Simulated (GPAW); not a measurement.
# AlH2S (SMILES [AlH][SH]) at 3 levels

Aim: a comparison of 3 runs (UPBE/real-space grid, UOLYP/dzp, UPBE/dzp) of AlH2S. Input form: an ASE script.

Program for the calculation: GPAW 26.7.0.

2 further runs of the same task are left out: 2 set aside as unsound or not needed.

## (1) The system as given

AlH2S has 4 atoms, charge 0, and is taken as a doublet. As SMILES, `[AlH][SH]`. Geometry: a GFN2-xTB relaxation, a rough one for these elements and not checked as a minimum.

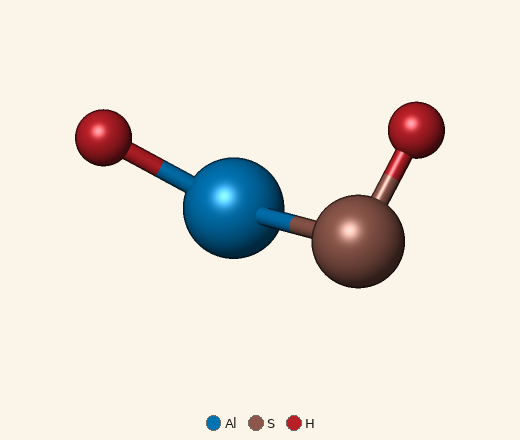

Viewed from a chosen angle; aluminium blue, sulfur brown, hydrogen red.

## (2) The charge distribution at UPBE/real-space grid (scalar-relativistic datasets) (run 1)

The input, calc.py:

```python
import numpy as np
from ase import Atoms
from ase.units import Debye
from gpaw import GPAW

atoms = Atoms('AlSHH',
    positions=[[  0.020450,  -1.017690,  -0.287090],
               [  0.929090,   0.997900,  -0.109060],
               [ -0.780810,  -1.587390,   0.940650],
               [ -0.168730,   1.607180,  -0.544510]])
atoms.center(vacuum=4.5)
atoms.set_initial_magnetic_moments([0.5, 0.5, 0.0, 0.0])

calc = GPAW(mode='fd',
            h=0.18,
            xc='PBE',
            occupations={'name': 'fermi-dirac', 'width': 0.0, 'fixmagmom': True},
            maxiter=150,
            symmetry='off',
            txt='-')
atoms.calc = calc

energy = atoms.get_potential_energy()
print(f'Energy = {energy:.5f} eV')
forces = atoms.get_forces()
print('Forces (eV/Ang)')
for symbol, f in zip(atoms.symbols, forces):
    print(f'{symbol:2} {f[0]:9.4f} {f[1]:9.4f} {f[2]:9.4f}')
dipole = atoms.get_dipole_moment() / Debye
print(f'Dipole                  {np.linalg.norm(dipole):.3f} D')
print('Moments:', atoms.get_magnetic_moments().round(3))
```

On the command line:

```
$ python calc.py
```

What it wrote:

```text
[...]
Number of symmetries: 1
[...]
  Number of IBZ points: 1
[...]
Spin-components: 2 (collinear spins)
Bands:           10
[...]
  Valence electrons: 11.0
[...]
  Grid points: [60 68 60]
  Charge: 0.0  # |e|
[...]
    cutoffs:
[...]
occupation numbers:
  Fixed magnetic moment: 1.000
[...]
xc functional:
  name: PBE with 2 nearest neighbor stencil
[...]
|iter     |     time |      energy | eigst |  dens |  magmom |
[...]
|iter:   1| 00:00:02 |  -13.682442 | +0.94 |       |  +0.9779|
[...]
|iter:  15| 00:00:25 |  -12.955223c| -7.40c| -5.16c|  +1.0000|
Converged in 15 steps
[...]
Energy contributions relative to reference atoms: (reference = -17486.023487)
Energy contributions:
  Kinetic:          17.696742
  Coulomb:         -17.772232
  Zero:              0.126677
  External:          0.000000
  Xc:              -13.006410
  Entropy:           0.000000
  Spinorbit:         0.000000
  ----------------------------
  Free energy:     -12.955223
  Extrapolated:    -12.955223
dipole moment: (-0.169173, -0.113003, -0.097275)  # |e|*Ang
Total magnetic moment: (0.000000, 0.000000, 1.000000)
Local magnetic moments
|        x |        y |         z |
|----------|----------|-----------|
| 0.000000 | 0.000000 |  0.187410 |  # Al   0
| 0.000000 | 0.000000 |  0.072825 |  # S    1
| 0.000000 | 0.000000 |  0.045239 |  # H    2
| 0.000000 | 0.000000 | -0.000907 |  # H    3
Fermi levels: -3.074, -3.910
Eigenvalues  # (at kpt = [0.000, 0.000, 0.000])
| band index |      eig [eV] | occ [0-1] |      eig [eV] | occ [0-1] |
|------------|---------------|-----------|---------------|-----------|
|          0 |       -18.038 |     1.000 |       -17.937 |     1.000 |
|          1 |       -10.552 |     1.000 |       -10.410 |     1.000 |
|          2 |        -9.561 |     1.000 |        -9.288 |     1.000 |
|          3 |        -7.693 |     1.000 |        -7.445 |     1.000 |
|          4 |        -6.532 |     1.000 |        -6.365 |     1.000 |
|          5 |        -4.620 |     1.000 |        -3.200 |     0.000 |
|          6 |        -2.948 |     0.000 |        -2.391 |     0.000 |
|          7 |        -0.935 |     0.000 |        -0.777 |     0.000 |
|          8 |        -0.239 |     0.000 |         0.035 |     0.000 |
|          9 |         0.425 |     0.000 |         0.820 |     0.000 |
Gap: 0.252 eV
Transition (v -> c):
[...]
Forces (eV/Ang)
Al    0.1345   -0.0904   -0.5208
S     0.8049    0.0025    0.2921
H    -0.3043   -0.2018    0.4711
H    -0.6353    0.2723   -0.2375
Dipole                  1.083 D
Moments: [ 0.187  0.073  0.045 -0.001]
```

It took 26 s on 1 thread of Arm Neoverse V2, shared host; peak memory 0.8 GiB.

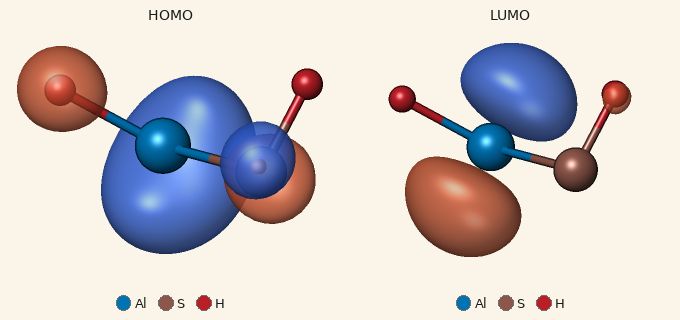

Frontier orbitals of this run (spin up), surfaces at ±0.2 Å^-3/2.

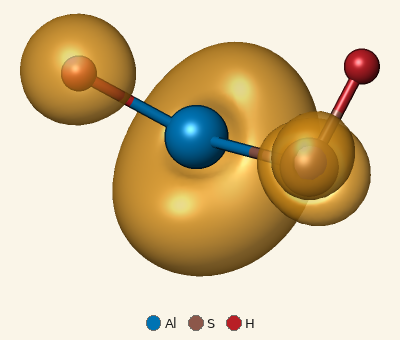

Spin density, surfaces at ±0.03 e/Å³.

## (3) Energy and one-electron properties at UOLYP/dzp (scalar-relativistic datasets) (run 2)

The input, calc.py:

```python
import numpy as np
from ase import Atoms
from ase.units import Bohr, Debye
from gpaw import GPAW, setup_paths
from gpaw.analyse.hirshfeld import HirshfeldPartitioning
from gpaw.atom.configurations import parameters
from gpaw.atom.generator import Generator
from gpaw.utilities.adjust_cell import adjust_cell

# Structure
positions_bohr = np.array(
              [[  0.038645,  -1.923155,  -0.542521],
               [  1.755726,   1.885758,  -0.206094],
               [ -1.475517,  -2.999732,   1.777571],
               [ -0.318853,   3.037130,  -1.028975]])
mol = Atoms(['Al', 'S', 'H', 'H'], positions=positions_bohr * Bohr)
adjust_cell(mol, 5.0, h=0.16)
mol.set_initial_magnetic_moments([0.5, 0.5, 0.0, 0.0])

# Generate the setups first
for symbol in ['Al', 'H', 'S']:
    Generator(symbol, xcname='GGA_X_OPTX+GGA_C_LYP', scalarrel=True, nofiles=True, txt=None).run(**parameters[symbol])
setup_paths.insert(0, '.')

# GPAW settings
calculator = GPAW(mode='lcao',
                  basis='dzp',
                  h=0.16,
                  xc='GGA_X_OPTX+GGA_C_LYP',
                  occupations={'name': 'fermi-dirac', 'width': 0.02, 'fixmagmom': True},
                  maxiter=150,
                  symmetry='off',
                  legacy_gpaw=True,
                  txt='-')
mol.calc = calculator

energy = mol.get_potential_energy()
print(f'Energy: {energy:.5f} eV')
forces = mol.get_forces()
print('Forces (eV/Ang)')
for symbol, f in zip(mol.symbols, forces):
    print(f'{symbol:2} {f[0]:9.4f} {f[1]:9.4f} {f[2]:9.4f}')
dipole = mol.get_dipole_moment() / Debye
print(f'Dipole = {np.linalg.norm(dipole):.3f} D')
hirshfeld = HirshfeldPartitioning(calculator)
charges = hirshfeld.get_charges()
volumes = hirshfeld.get_effective_volume_ratios()
for symbol, q, v in zip(mol.symbols, charges, volumes):
    print(f'{symbol:2} charge {q:7.3f}  volume ratio {v:6.3f}')
```

On the command line:

```
$ python calc.py
```

What it wrote:

```text
[...]
    cutoffs:
[...]
  Total Charge: 0.000000
[...]
Number of atoms: 4
[...]
Number of bands in calculation: 10
Number of valence electrons: 11
[...]
iter:   1 hh:mm:ss   -12.308741        c          +0.9980
[...]
iter:  10 hh:mm:ss   -11.763697c       c -4.03c   +1.0000
Converged after 10 iterations.
Dipole moment: (-0.149363, -0.067996, -0.108505) |e|*Ang
Total magnetic moment: (0.000000, 0.000000, 0.999998)
Local magnetic moments:
   0 Al ( 0.000000,  0.000000,  0.194367)
   1 S  ( 0.000000,  0.000000,  0.079730)
   2 H  ( 0.000000,  0.000000,  0.044672)
   3 H  ( 0.000000,  0.000000, -0.001085)
Energy contributions relative to reference atoms: (reference = -17495.174135)
Kinetic:        +21.538534
Potential:      -20.069249
External:        +0.000000
XC:             -13.249330
Entropy (-ST):   -0.000000
Local:           +0.016347
SIC:             +0.000000
--------------------------
Free energy:    -11.763697
Extrapolated:   -11.763697
Spin contamination: 0.016670 electrons
                   Up                     Down
 Band  Eigenvalues  Occupancy  Eigenvalues  Occupancy
    0    -17.65994    1.00000    -17.53426    1.00000
    1    -10.18800    1.00000    -10.02993    1.00000
    2     -9.14366    1.00000     -8.83625    1.00000
    3     -7.26991    1.00000     -7.01090    1.00000
    4     -6.03146    1.00000     -5.82870    1.00000
    5     -4.17194    1.00000     -2.64270    0.00000
    6     -2.48081    0.00000     -1.94580    0.00000
    7      0.27120    0.00000      0.43203    0.00000
    8      0.86519    0.00000      1.04160    0.00000
    9      1.93099    0.00000      2.38250    0.00000
Fermi levels: -3.09141, -4.12753
[...]
Forces (eV/Ang)
Al    0.0805   -0.2709   -0.5718
S     1.1179    0.0894    0.4060
H    -0.3462   -0.2317    0.5088
H    -0.8513    0.4028   -0.3268
Dipole = 0.945 D
Al charge   0.307  volume ratio  0.847
S  charge  -0.186  volume ratio  1.006
H  charge  -0.162  volume ratio  0.855
H  charge   0.040  volume ratio  0.768
```

Run time: 28 s. Hardware: 1 thread of Arm Neoverse V2, shared host; peak memory 1.2 GiB.

Atomic charges (e):

```csv
atom,Hirshfeld
Al1,+0.307
S2,-0.186
H3,-0.162
H4,+0.040
```

## (4) The charge distribution at UPBE/dzp (scalar-relativistic datasets) (run 3)

The input, mol_sp.py:

```python
import numpy as np
from ase.io.zmatrix import parse_zmatrix
from ase.units import Debye
from gpaw import GPAW

# Structure
zmat = """
Al
S 1 r2
H 1 r3 2 a3
H 2 r4 1 a4 3 d4
"""
values = dict(r2=2.21809, r3=1.57287, a3=118.37053, r4=1.328927, a4=92.97553, d4=-88.45659)
atoms = parse_zmatrix(zmat, defs=values)
atoms.center(vacuum=4.5)
atoms.set_initial_magnetic_moments([0.5, 0.5, 0.0, 0.0])

# Ground state
calc = GPAW(mode='lcao',
            symmetry='off',
            basis='dzp',
            maxiter=150,
            h=0.18,
            occupations={'name': 'fermi-dirac', 'width': 0.0, 'fixmagmom': True},
            xc='PBE',
            txt='-')
atoms.calc = calc

energy = atoms.get_potential_energy()
print(f'Energy = {energy:.5f} eV')
forces = atoms.get_forces()
print('Forces (eV/Ang)')
for symbol, f in zip(atoms.symbols, forces):
    print(f'{symbol:2} {f[0]:9.4f} {f[1]:9.4f} {f[2]:9.4f}')
dipole = atoms.get_dipole_moment() / Debye
print(f'Dipole                  {np.linalg.norm(dipole):.3f} D')
print('Moments:', atoms.get_magnetic_moments().round(3))
```

On the command line:

```
$ python3 mol_sp.py
```

What it wrote:

```text
[...]
Number of symmetries: 1
[...]
  Number of IBZ points: 1
[...]
basis functions: 36
Spin-components: 2 (collinear spins)
Bands:           10
[...]
  Valence electrons: 11.0
[...]
  Grid points: [68 56 56]
  Charge: 0.0  # |e|
[...]
    cutoffs:
[...]
occupation numbers:
  Fixed magnetic moment: 1.000
[...]
xc functional:
  name: PBE with 2 nearest neighbor stencil
[...]
|iter     |     time |      energy | eigst |  dens |  magmom |
[...]
|iter:   1| 00:00:04 |  -12.734351 |      c|       |  +0.9990|
[...]
|iter:  10| 00:00:11 |  -12.251140c|      c| -4.13c|  +1.0000|
Converged in 10 steps
[...]
Energy contributions relative to reference atoms: (reference = -17486.023487)
Energy contributions:
  Kinetic:          18.154432
  Coulomb:         -17.052475
  Zero:             -0.010097
  External:          0.000000
  Xc:              -13.342999
  Entropy:           0.000000
  Spinorbit:         0.000000
  ----------------------------
  Free energy:     -12.251140
  Extrapolated:    -12.251140
dipole moment: (-0.124758, -0.040093, -0.141558)  # |e|*Ang
Total magnetic moment: (0.000000, 0.000000, 0.999995)
Local magnetic moments
|        x |        y |         z |
|----------|----------|-----------|
| 0.000000 | 0.000000 |  0.187852 |  # Al   0
| 0.000000 | 0.000000 |  0.079667 |  # S    1
| 0.000000 | 0.000000 |  0.044769 |  # H    2
| 0.000000 | 0.000000 | -0.001069 |  # H    3
Fermi levels: -2.826, -3.625
Eigenvalues  # (at kpt = [0.000, 0.000, 0.000])
| band index |      eig [eV] | occ [0-1] |      eig [eV] | occ [0-1] |
|------------|---------------|-----------|---------------|-----------|
|          0 |       -17.807 |     1.000 |       -17.697 |     1.000 |
|          1 |       -10.365 |     1.000 |       -10.214 |     1.000 |
|          2 |        -9.331 |     1.000 |        -9.058 |     1.000 |
|          3 |        -7.438 |     1.000 |        -7.187 |     1.000 |
|          4 |        -6.216 |     1.000 |        -6.021 |     1.000 |
|          5 |        -4.342 |     1.000 |        -2.907 |     0.000 |
|          6 |        -2.745 |     0.000 |        -2.171 |     0.000 |
|          7 |         0.053 |     0.000 |         0.317 |     0.000 |
|          8 |         0.724 |     0.000 |         0.925 |     0.000 |
|          9 |         1.744 |     0.000 |         2.368 |     0.000 |
Gap: 0.162 eV
Transition (v -> c):
[...]
Forces (eV/Ang)
Al   -0.2068   -0.5899   -0.0369
S     0.5509   -0.0427    1.2283
H    -0.2896    0.5800   -0.0072
H    -0.0121    0.0322   -1.1860
Dipole                  0.927 D
Moments: [ 0.188  0.08   0.045 -0.001]
```

It took 12 s on 1 thread of Arm Neoverse V2, shared host; peak memory 0.79 GiB.

## (5) Overview of the runs

```csv
run,level,mode,grid spacing,energy (Eh),dipole moment (D),HOMO energy (eV),LUMO energy (eV),wall time
1,UPBE/real-space grid (scalar-relativistic datasets),fd,0.18,-643.075606,1.08,-4.62,-3.20,26 s
2,UOLYP/dzp (scalar-relativistic datasets),lcao,0.16,-643.368099,0.94,-4.17,-2.64,28 s
3,UPBE/dzp (scalar-relativistic datasets),lcao,0.18,-643.049732,0.93,-4.34,-2.91,12 s
```

## (6) Summary of results

```
                                                     quantity        value
run 3: energy as printed (from the program's reference atoms)  -12.2511 eV
                                         run 3: dipole moment       0.93 D
                    run 3: HOMO energy (highest over α and β)     -4.34 eV
                     run 3: LUMO energy (lowest over α and β)     -2.91 eV
                              run 3: largest force on an atom   1.347 eV/Å
```

**Reading.** The dipole moment (its size) runs from 0.93 D (UPBE/dzp) to 1.08 D (UPBE/real-space grid). Totals of different functionals can't be ranked against each other. All runs together took 66 s, the longest 28 s.
